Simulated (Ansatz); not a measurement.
## Electronic structure of CH7FSi2 in real space

```xyz
11

Si    0.2190    0.0449   -0.0435
Si    1.0384   -0.0641    2.1573
H    -0.0549   -0.3142    3.1209
H     2.0117   -1.1744    2.2623
H     1.7202    1.1929    2.5292
H     1.3294    0.3028   -0.9833
F    -0.7907    1.2917   -0.1479
C    -0.7013   -1.5058   -0.5696
H    -1.5315   -1.7258    0.0950
H    -1.1006   -1.3944   -1.5738
H    -0.0382   -2.3675   -0.5712
```

All numbers below come from RHF/6-31G* (Ansatz 0.2.0).

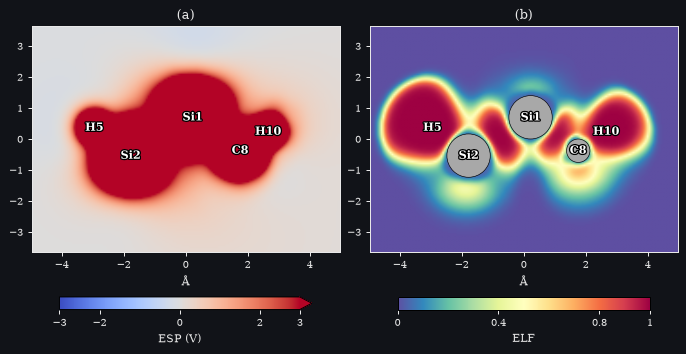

Figure 1. (a) electrostatic potential; (b) electron localisation function on the plane of atoms Si2, Si1 and C8. Grey discs cover the atomic cores in the ELF map.

Describe what can be read from this map.

Answer. Atoms in the plane: Si, H and C. C–Si (1.88 Å): the ELF peaks at about 1 between the atoms, as expected for a shared electron pair. Si–Si (2.35 Å): the ELF peaks at about 1 between the atoms (a shared electron pair). C–H (1.09 Å): the ELF climbs to about 1 towards the hydrogen, as it does in any bond to H: an ordinary covalent bond to hydrogen. Si–H (1.48 Å): the ELF climbs to about 1 towards the hydrogen. The potential has no marked negative region in this plane.

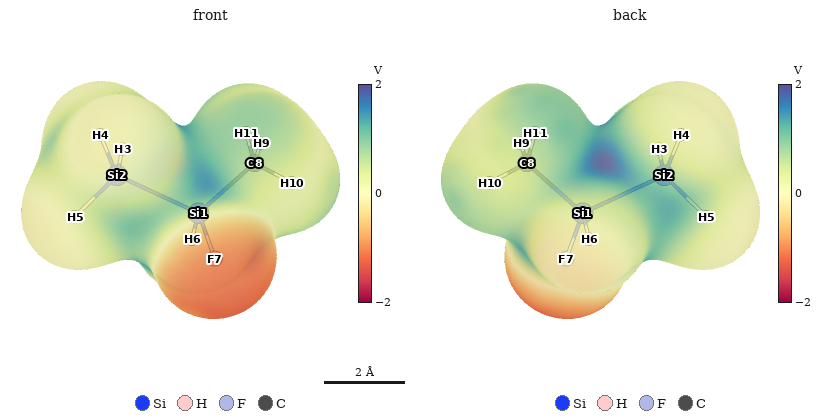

Figure 2. The electrostatic potential painted on the density surface at 0.002 e/bohr³, seen from the front and from behind; red is negative and blue positive.

Where is the surface potential most negative and most positive?

Answer. The most negative region (about −1.2 V, or −28 kcal/mol for a unit charge) lies over F7, the most positive (about +1.7 V, or +39 kcal/mol for a unit charge) over Si1.

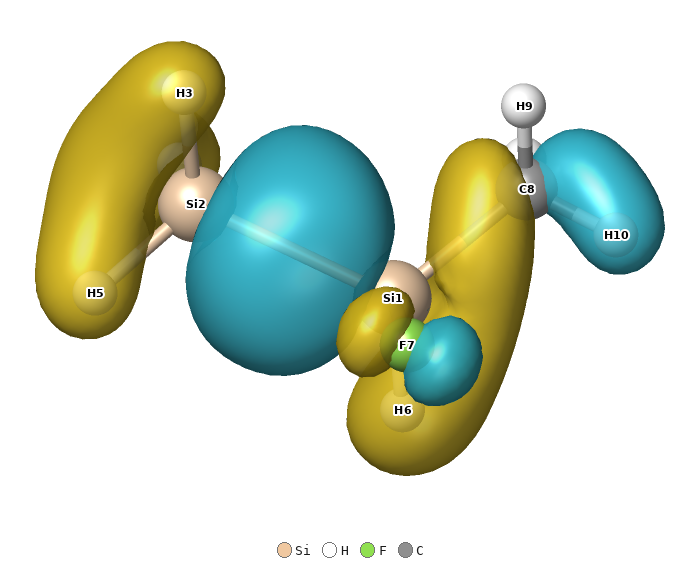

Figure 3. The HOMO at ±0.1 Å⁻³ᐟ² (yellow and cyan are the two phases), seen at a tilt.

Describe this orbital and give its energy.

Answer. By Hirshfeld shares it lies mainly on Si2 (about 35 %), Si1 (about 30 %) and C8 (about 10 %). Its energy is −10.84 eV.
